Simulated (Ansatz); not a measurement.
**Geometry relaxation, with input and output: C3H11ClSi2 (part 2 of 2)**

C3H11ClSi2, SMILES C[SiH2]CC([SiH3])Cl; RKS PBE0/STO-3G (Ansatz 0.2.0). It belongs to a series of runs on one base structure; here: end point B relaxed.

Geometry of the input (Å):
```
C  -2.1014  -1.8408  -0.8755
Si -1.0272  -0.8917  0.2642
C  -0.1879  0.5416  -0.6174
C  -0.5073  0.7023  -2.1877
Si -2.1563  1.2581  -2.7052
Cl 0.7344  1.8128  -2.8616
H  -1.5691  -2.2098  -1.7304
H  -2.8846  -1.1157  -1.2936
H  -2.6471  -2.6068  -0.3348
H  0.0032  -1.8149  0.8261
H  -1.8026  -0.3450  1.4326
H  0.8501  0.4394  -0.4869
H  -0.4569  1.4664  -0.1267
H  -0.2412  -0.3415  -2.6389
H  -2.5141  2.5390  -2.0756
H  -3.1903  0.2586  -2.3703
H  -2.2019  1.4011  -4.2231
```

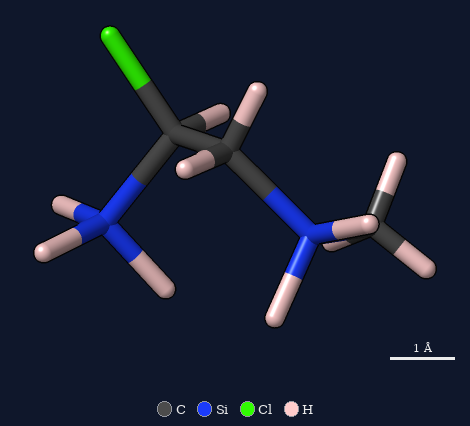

**Figure 1.** The geometry at step 12 of the log (stick view, seen at a tilt).

Trajectory as extended XYZ, continued
```
17
Properties=species:S:1:pos:R:3:forces:R:3 step=6 energy=-31198.52649
C    -2.0346   -2.0312   -0.8767    0.0456   0.0886  -0.0273
Si   -1.1328   -0.8359    0.2530    0.0146  -0.0555   0.1525
C    -0.2139    0.5414   -0.6771   -0.0472  -0.0015   0.0548
C    -0.5188    0.6496   -2.1888    0.1301   0.0192  -0.0754
Si   -2.1721    1.4454   -2.6584   -0.0986   0.0325   0.0642
Cl    0.8128    1.6863   -2.9935   -0.0904  -0.0360   0.0387
H    -1.3974   -2.3921   -1.6925   -0.0284   0.0261   0.0970
H    -2.9240   -1.5751   -1.3236    0.0660  -0.0010   0.0084
H    -2.3691   -2.9032   -0.3083    0.0127  -0.0380   0.0241
H    -0.1488   -1.5715    1.0330   -0.2010   0.1442  -0.1371
H    -2.0856   -0.2339    1.1723    0.1523  -0.1051  -0.1767
H     0.8662    0.3731   -0.5569   -0.0839  -0.0222  -0.0100
H    -0.4315    1.5072   -0.2002    0.0542  -0.0447   0.0033
H    -0.3902   -0.3337   -2.6742   -0.0593   0.0320   0.0299
H    -2.2216    2.7759   -2.0899   -0.0057  -0.1406  -0.0720
H    -3.2637    0.6529   -2.1248    0.1493   0.0935  -0.0494
H    -2.2749    1.4978   -4.0982   -0.0105   0.0083   0.0750
17
Properties=species:S:1:pos:R:3:forces:R:3 step=7 energy=-31198.53606
C    -1.9879   -2.0646   -0.8927    0.0632   0.1342  -0.1106
Si   -1.1654   -0.8163    0.2452   -0.0430  -0.0845   0.2944
C    -0.2023    0.5273   -0.6883   -0.0130  -0.0179   0.0557
C    -0.5335    0.6470   -2.1939    0.0993   0.0454  -0.0800
Si   -2.1811    1.4783   -2.6242   -0.1678   0.0325   0.0973
Cl    0.8017    1.6564   -3.0245   -0.0722  -0.0352   0.0324
H    -1.2966   -2.4445   -1.6583   -0.1158   0.0728   0.1679
H    -2.8563   -1.6324   -1.4071    0.1609  -0.0599   0.0617
H    -2.3447   -2.9228   -0.3156    0.0089  -0.0101   0.0161
H    -0.2242   -1.5139    1.1170   -0.2659   0.2075  -0.2332
H    -2.1798   -0.1838    1.0830    0.2493  -0.1709  -0.2433
H     0.8725    0.3126   -0.5868   -0.1167  -0.0071  -0.0282
H    -0.3709    1.5008   -0.2042    0.0463  -0.0957  -0.0228
H    -0.4398   -0.3385   -2.6837   -0.0457   0.0520   0.0462
H    -2.1793    2.8222   -2.0800   -0.0062  -0.1937  -0.0963
H    -3.2702    0.7215   -2.0287    0.2021   0.1228  -0.0974
H    -2.3422    1.5037   -4.0620    0.0164   0.0080   0.1400
17
Properties=species:S:1:pos:R:3:forces:R:3 step=8 energy=-31198.55307
C    -1.9493   -2.0899   -0.8980    0.0367   0.0689  -0.2050
Si   -1.1951   -0.7974    0.2355   -0.0544  -0.0602   0.2591
C    -0.1913    0.5080   -0.7050    0.0650   0.0209   0.0673
C    -0.5436    0.6524   -2.2035    0.0008   0.0090  -0.0216
Si   -2.1924    1.5027   -2.5879   -0.1038   0.0327   0.0095
Cl    0.7885    1.6484   -3.0487   -0.0514  -0.0332   0.0290
H    -1.2056   -2.5127   -1.5932   -0.2119   0.1271   0.2212
H    -2.7750   -1.6735   -1.4969    0.2558  -0.1335   0.1676
H    -2.3544   -2.9172   -0.3042    0.0099   0.0443  -0.0555
H    -0.2940   -1.4537    1.1769   -0.2443   0.1857  -0.2271
H    -2.2539   -0.1408    0.9948    0.2535  -0.1653  -0.2134
H     0.8748    0.2443   -0.6248   -0.1253   0.0080  -0.0247
H    -0.3067    1.4845   -0.2098    0.0377  -0.1161  -0.0419
H    -0.4806   -0.3315   -2.7015   -0.0140   0.0608   0.0336
H    -2.1660    2.8467   -2.0503   -0.0105  -0.1505  -0.0573
H    -3.2692    0.7536   -1.9667    0.1516   0.0951  -0.0752
H    -2.3864    1.5294   -4.0214    0.0045   0.0061   0.1344
17
Properties=species:S:1:pos:R:3:forces:R:3 step=9 energy=-31198.57032
C    -1.8979   -2.1292   -0.8957    0.0298  -0.0240  -0.3427
Si   -1.2307   -0.7739    0.2176   -0.0881  -0.0120   0.2531
C    -0.1738    0.4817   -0.7286    0.1020   0.0065   0.0874
C    -0.5607    0.6600   -2.2147   -0.0285   0.0006  -0.0175
Si   -2.2053    1.5392   -2.5493   -0.0503   0.0011   0.0434
Cl    0.7678    1.6422   -3.0736    0.0098   0.0037  -0.0159
H    -1.0961   -2.6048   -1.4920   -0.3566   0.2143   0.2808
H    -2.6600   -1.7426   -1.5987    0.3512  -0.1954   0.3240
H    -2.3700   -2.9133   -0.2878    0.0526   0.1085  -0.1371
H    -0.3964   -1.3668    1.2558   -0.1997   0.1554  -0.2427
H    -2.3414   -0.0838    0.8625    0.2466  -0.1659  -0.1719
H     0.8773    0.1523   -0.6810   -0.1624   0.0406  -0.0330
H    -0.2164    1.4575   -0.2176    0.0103  -0.1636  -0.0813
H    -0.5314   -0.3173   -2.7289    0.0015   0.0542   0.0456
H    -2.1538    2.8717   -1.9951    0.0048  -0.0555  -0.0365
H    -3.2653    0.7956   -1.9041    0.0498   0.0279  -0.0433
H    -2.4459    1.5844   -3.9735    0.0273   0.0035   0.0876
17
Properties=species:S:1:pos:R:3:forces:R:3 step=10 energy=-31198.58703
C    -1.8692   -2.1513   -0.8875    0.0401  -0.0180  -0.2243
Si   -1.2528   -0.7593    0.2067   -0.0549  -0.0282   0.1300
C    -0.1664    0.4632   -0.7469    0.0766   0.0139   0.0544
C    -0.5694    0.6645   -2.2253   -0.0421  -0.0099   0.0311
Si   -2.2136    1.5587   -2.5170    0.0154   0.0151  -0.0697
Cl    0.7573    1.6411   -3.0952   -0.0311  -0.0180   0.0191
H    -1.0415   -2.6516   -1.4163   -0.2378   0.1502   0.1677
H    -2.5828   -1.7890   -1.6453    0.2187  -0.1152   0.2362
H    -2.3829   -2.9095   -0.2836    0.0415   0.0695  -0.0800
H    -0.4550   -1.3105    1.2898   -0.1426   0.1118  -0.1714
H    -2.3882   -0.0556    0.7806    0.1895  -0.1148  -0.1037
H     0.8738    0.1035   -0.7173   -0.1095   0.0159  -0.0074
H    -0.1740    1.4354   -0.2312    0.0162  -0.0985  -0.0408
H    -0.5584   -0.3080   -2.7482   -0.0014   0.0402   0.0180
H    -2.1431    2.8847   -1.9517   -0.0098  -0.0460   0.0032
H    -3.2726    0.8099   -1.8788    0.0399   0.0237  -0.0140
H    -2.4611    1.6268   -3.9376   -0.0087   0.0083   0.0514
17
Properties=species:S:1:pos:R:3:forces:R:3 step=11 energy=-31198.58800
C    -1.8488   -2.1806   -0.8515    0.0221   0.0173  -0.0357
Si   -1.2605   -0.7542    0.2054   -0.0349   0.0200   0.0054
C    -0.1602    0.4325   -0.7692    0.0092   0.0022  -0.0082
C    -0.5966    0.6561   -2.2333    0.0285  -0.0155   0.0166
Si   -2.2230    1.5723   -2.5163    0.0190   0.0439  -0.0547
Cl    0.6841    1.7085   -3.0840    0.1210  -0.0668  -0.0471
H    -1.0122   -2.6924   -1.3385   -0.0268   0.0004   0.0393
H    -2.5358   -1.8464   -1.6358    0.0302   0.0031   0.0369
H    -2.3814   -2.9167   -0.2417    0.0181  -0.0050  -0.0050
H    -0.4885   -1.2529    1.3210   -0.0276   0.0100  -0.0220
H    -2.4028   -0.0344    0.7232    0.0328  -0.0214  -0.0264
H     0.8667    0.0397   -0.7704   -0.0506   0.0104  -0.0057
H    -0.1222    1.4034   -0.2551   -0.0047  -0.0730   0.0088
H    -0.5701   -0.2999   -2.7854    0.0159   0.0498   0.0239
H    -2.1181    2.8506   -1.8648   -0.0788   0.0805   0.0314
H    -3.3338    0.8323   -1.9704   -0.0061  -0.0675   0.0356
H    -2.3969    1.7353   -3.9378   -0.0672   0.0117   0.0070
17
Properties=species:S:1:pos:R:3:forces:R:3 step=12 energy=-31198.48839 accepted=F
C    -1.8084   -2.1994   -0.8368   -0.1709  -0.1473   0.1203
Si   -1.2986   -0.7403    0.1964    0.0191  -0.2217  -0.0999
C    -0.1798    0.4099   -0.7871    0.1399   0.4002   0.1561
C    -0.5746    0.6982   -2.2497   -0.0142   0.1072  -0.3792
Si   -2.1849    1.6690   -2.5200   -0.6485  -0.6351   0.3326
Cl    0.7903    1.5670   -3.1766    0.1639   0.1644   0.2404
H    -0.9513   -2.7134   -1.2781    0.0541   0.0379  -0.0384
H    -2.4675   -1.8740   -1.6413   -0.0918  -0.0891  -0.1930
H    -2.3543   -2.9325   -0.2335   -0.0033   0.0447  -0.0445
H    -0.5755   -1.2128    1.3488    0.1513   0.0716   0.0689
H    -2.4574   -0.0306    0.6693   -0.1200   0.0952  -0.0268
H     0.8242   -0.0235   -0.8059    0.1863  -0.0588   0.1039
H    -0.1140    1.3438   -0.2181    0.1658   0.1861  -0.0724
H    -0.5865   -0.2658   -2.7813   -0.4194  -0.0582  -0.0813
H    -2.2407    2.9502   -1.8433    0.2625  -0.2301  -0.0246
H    -3.1692    0.7690   -1.9412   -0.0131   0.3505  -0.0383
H    -2.5520    1.8384   -3.9066    0.3385  -0.0174  -0.0238
17
Properties=species:S:1:pos:R:3:forces:R:3 step=13 energy=-31198.60517
C    -1.8224   -2.1961   -0.8470    0.0020  -0.0056  -0.0112
Si   -1.2823   -0.7392    0.1892    0.0014   0.0192   0.0051
C    -0.1586    0.4260   -0.7826    0.0042  -0.0161   0.0010
C    -0.5955    0.6713   -2.2439    0.0214   0.0036   0.0061
Si   -2.2230    1.6029   -2.4951    0.0025   0.0501  -0.0061
Cl    0.7322    1.6394   -3.1218   -0.0016  -0.0098   0.0139
H    -0.9659   -2.7157   -1.2863    0.0062  -0.0046   0.0032
H    -2.4799   -1.8849   -1.6639    0.0014  -0.0077  -0.0040
H    -2.3727   -2.9202   -0.2393   -0.0031  -0.0015   0.0056
H    -0.5430   -1.2020    1.3403   -0.0055   0.0076   0.0012
H    -2.4430   -0.0143    0.6513   -0.0002  -0.0035  -0.0065
H     0.8551    0.0030   -0.7929   -0.0082   0.0019  -0.0029
H    -0.0906    1.3851   -0.2522    0.0019   0.0024  -0.0193
H    -0.6141   -0.2887   -2.7871   -0.0069  -0.0029  -0.0014
H    -2.1566    2.8747   -1.8186   -0.0033  -0.0180   0.0159
H    -3.3009    0.8141   -1.9481   -0.0027  -0.0071   0.0085
H    -2.4388    1.7977   -3.9068   -0.0095  -0.0080  -0.0090
17
Properties=species:S:1:pos:R:3:forces:R:3 step=14 energy=-31198.60787
C    -1.7967   -2.2224   -0.8301   -0.0036   0.0004  -0.0308
Si   -1.3027   -0.7271    0.1762    0.0129  -0.0125   0.0284
C    -0.1577    0.4099   -0.8027    0.0008   0.0179   0.0242
C    -0.6048    0.6759   -2.2570    0.0279   0.0171  -0.0223
Si   -2.2228    1.6335   -2.4807   -0.0338  -0.0117   0.0310
Cl    0.7342    1.6265   -3.1370   -0.0052  -0.0024   0.0061
H    -0.9213   -2.7507   -1.2227   -0.0357   0.0317   0.0237
H    -2.4285   -1.9426   -1.6797    0.0327  -0.0240   0.0362
H    -2.3630   -2.9301   -0.2171   -0.0017   0.0006  -0.0081
H    -0.5941   -1.1453    1.3652   -0.0224   0.0168  -0.0369
H    -2.4820    0.0048    0.5805    0.0288  -0.0257  -0.0177
H     0.8445   -0.0404   -0.8265   -0.0236   0.0089   0.0006
H    -0.0583    1.3651   -0.2694    0.0039  -0.0133  -0.0189
H    -0.6446   -0.2794   -2.8079   -0.0163   0.0086  -0.0024
H    -2.1564    2.8783   -1.7528    0.0150  -0.0401  -0.0309
H    -3.2989    0.8246   -1.9572    0.0002   0.0213  -0.0128
H    -2.4471    1.8726   -3.8858    0.0203   0.0063   0.0305
17
Properties=species:S:1:pos:R:3:forces:R:3 step=15 energy=-31198.60917
C    -1.7824   -2.2421   -0.8155    0.0106   0.0051  -0.0302
Si   -1.3108   -0.7245    0.1685   -0.0103  -0.0254   0.0160
C    -0.1604    0.4022   -0.8149    0.0225   0.0195   0.0155
C    -0.6112    0.6800   -2.2658    0.0024  -0.0029  -0.0246
Si   -2.2237    1.6514   -2.4726   -0.0265   0.0075  -0.0005
Cl    0.7326    1.6222   -3.1476   -0.0175  -0.0035   0.0166
H    -0.8975   -2.7759   -1.1781   -0.0389   0.0286   0.0184
H    -2.3967   -1.9822   -1.6841    0.0306  -0.0217   0.0375
H    -2.3596   -2.9383   -0.1993    0.0014   0.0076  -0.0093
H    -0.6181   -1.1159    1.3753   -0.0088   0.0148  -0.0309
H    -2.5003    0.0060    0.5417    0.0186  -0.0145  -0.0086
H     0.8361   -0.0595   -0.8461   -0.0127   0.0082   0.0048
H    -0.0463    1.3549   -0.2801    0.0009  -0.0136  -0.0080
H    -0.6627   -0.2717   -2.8219   -0.0148   0.0081   0.0010
H    -2.1489    2.8805   -1.7197    0.0094  -0.0373  -0.0183
H    -3.3095    0.8404   -1.9723    0.0154   0.0221  -0.0094
H    -2.4407    1.9257   -3.8723    0.0177  -0.0029   0.0301
17
Properties=species:S:1:pos:R:3:forces:R:3 step=16 energy=-31198.61020
C    -1.7640   -2.2658   -0.7985    0.0123   0.0087  -0.0171
Si   -1.3199   -0.7244    0.1611    0.0023  -0.0259  -0.0015
C    -0.1670    0.3943   -0.8274   -0.0041   0.0045  -0.0036
C    -0.6244    0.6809   -2.2747    0.0045   0.0091  -0.0113
Si   -2.2240    1.6766   -2.4680   -0.0048  -0.0009  -0.0015
Cl    0.7263    1.6124   -3.1568   -0.0096  -0.0033  -0.0014
H    -0.8690   -2.8045   -1.1267   -0.0299   0.0224   0.0135
H    -2.3574   -2.0298   -1.6879    0.0215  -0.0124   0.0333
H    -2.3536   -2.9492   -0.1798    0.0017   0.0063  -0.0111
H    -0.6353   -1.0840    1.3815   -0.0115   0.0023  -0.0106
H    -2.5202    0.0013    0.5057    0.0063  -0.0079  -0.0014
H     0.8250   -0.0759   -0.8654   -0.0026   0.0009  -0.0004
H    -0.0409    1.3443   -0.2914   -0.0022  -0.0021  -0.0005
H    -0.6917   -0.2671   -2.8356   -0.0027   0.0053   0.0065
H    -2.1339    2.8845   -1.6848    0.0015  -0.0164  -0.0102
H    -3.3246    0.8703   -1.9942    0.0100   0.0152  -0.0074
H    -2.4254    1.9891   -3.8618    0.0073  -0.0059   0.0248
17
Properties=species:S:1:pos:R:3:forces:R:3 step=17 energy=-31198.61053
C    -1.7517   -2.2787   -0.7900    0.0114   0.0057  -0.0072
Si   -1.3240   -0.7260    0.1575   -0.0151  -0.0151  -0.0042
C    -0.1721    0.3912   -0.8338    0.0089   0.0041  -0.0027
C    -0.6321    0.6815   -2.2796   -0.0142  -0.0026  -0.0012
Si   -2.2230    1.6921   -2.4646    0.0039   0.0045  -0.0088
Cl    0.7219    1.6016   -3.1684   -0.0067  -0.0063   0.0055
H    -0.8511   -2.8194   -1.0972   -0.0145   0.0087   0.0053
H    -2.3310   -2.0552   -1.6911    0.0097  -0.0041   0.0161
H    -2.3501   -2.9555   -0.1726    0.0015   0.0030  -0.0058
H    -0.6480   -1.0702    1.3866   -0.0003   0.0035  -0.0081
H    -2.5320   -0.0061    0.4867    0.0047  -0.0018  -0.0016
H     0.8184   -0.0816   -0.8748    0.0020  -0.0002   0.0007
H    -0.0422    1.3402   -0.2970    0.0000   0.0000   0.0022
H    -0.7109   -0.2658   -2.8399    0.0032   0.0045   0.0031
H    -2.1216    2.8909   -1.6695   -0.0006  -0.0060  -0.0046
H    -3.3334    0.8936   -2.0018    0.0065   0.0040  -0.0005
H    -2.4172    2.0204   -3.8553   -0.0004  -0.0018   0.0118
17
Properties=species:S:1:pos:R:3:forces:R:3 step=18 energy=-31198.61064
C    -1.7414   -2.2875   -0.7860    0.0011   0.0019  -0.0027
Si   -1.3290   -0.7269    0.1542    0.0045  -0.0012   0.0057
C    -0.1758    0.3892   -0.8367   -0.0064  -0.0010  -0.0012
C    -0.6391    0.6807   -2.2812    0.0023   0.0003  -0.0026
Si   -2.2222    1.7038   -2.4620    0.0024   0.0035   0.0006
Cl    0.7189    1.5889   -3.1753    0.0002   0.0020  -0.0032
H    -0.8362   -2.8286   -1.0771   -0.0039   0.0030   0.0017
H    -2.3093   -2.0724   -1.6959    0.0024  -0.0012   0.0034
H    -2.3467   -2.9606   -0.1714    0.0009  -0.0001  -0.0016
H    -0.6569   -1.0593    1.3885   -0.0047  -0.0004  -0.0006
H    -2.5420   -0.0106    0.4716    0.0025  -0.0036  -0.0004
H     0.8137   -0.0857   -0.8798   -0.0018   0.0003  -0.0009
H    -0.0432    1.3376   -0.2993   -0.0003  -0.0015  -0.0006
H    -0.7263   -0.2668   -2.8400   -0.0006   0.0020   0.0019
H    -2.1102    2.8993   -1.6638    0.0003  -0.0010   0.0010
H    -3.3380    0.9129   -2.0000    0.0003   0.0009   0.0011
H    -2.4164    2.0391   -3.8505    0.0008  -0.0037  -0.0016
```

Results in brief

```csv
quantity,value
outcome,converged
total energy,−31198.6107 eV
mean-field energy,−31198.6107 eV
largest force (length of the vector) at the end,0.007 eV/Å
hardware,"1 thread of Arm Neoverse V2, 24 GiB of memory available, shared host"
wall time,82 s
peak memory,0.15 GiB
```
